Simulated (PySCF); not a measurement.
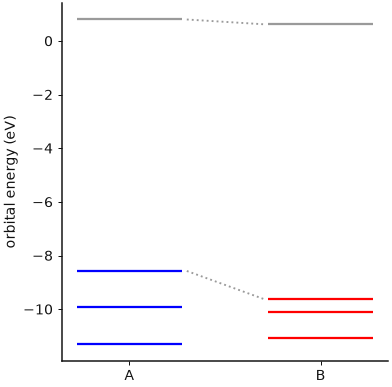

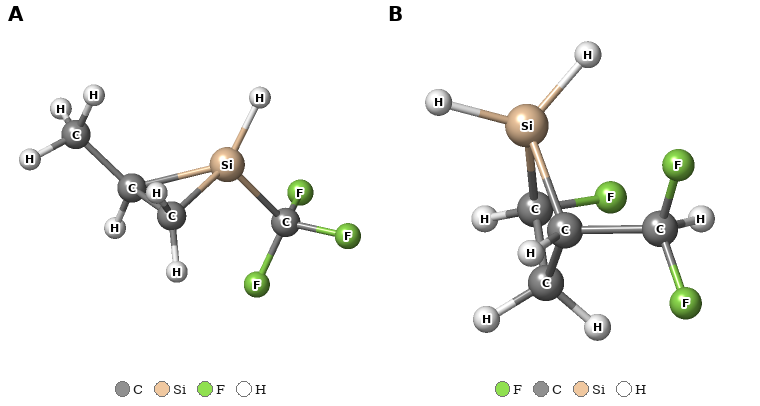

Related molecules: A is C₄H₇F₃Si, SMILES C[C@@H]1C[Si@H]1C(F)(F)F; B is C₄H₇F₃Si, SMILES FC(F)[C@@H]1C[C@H](F)[SiH2]1. Frontier orbital energies, CAM-B3LYP/def2-SVPD, PySCF 2.14.0, at a GFN2-xTB geometry (no frequency check); drawn are at most three filled levels and, in grey, the LUMO with any level within 0.03 eV of it; dotted lines join the HOMOs and the LUMOs.

What does the change do to the frontier levels?

Answer. From A to B the HOMO falls by 1.04 eV and the LUMO falls by 0.18 eV, so the separation goes from 9.38 to 10.24 eV.

Limits of at least one run: empty levels above zero depend strongly on the basis; one conformer of a flexible molecule; the tight-binding geometry is rougher than a DFT one and adds to the error.
